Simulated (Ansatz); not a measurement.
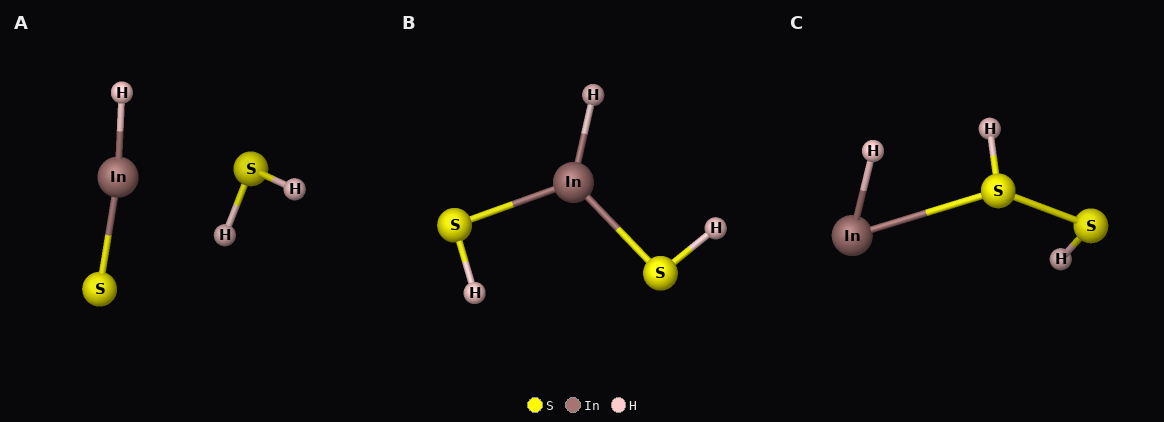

3 stationary structures of one formula. Geometries: PBE0-D4/def2-TZVP. Electronic energies: RHF-CCSD(T) (frozen core)/def2-TZVPP (Ansatz 0.2.0), without zero-point energy. No frequency run is at hand to confirm each as a minimum.

> Which is lowest in energy, and by how much?

B is lowest (Cs); A lies 121.3 kJ/mol above it (C1), C lies 215.4 kJ/mol above it (C1).
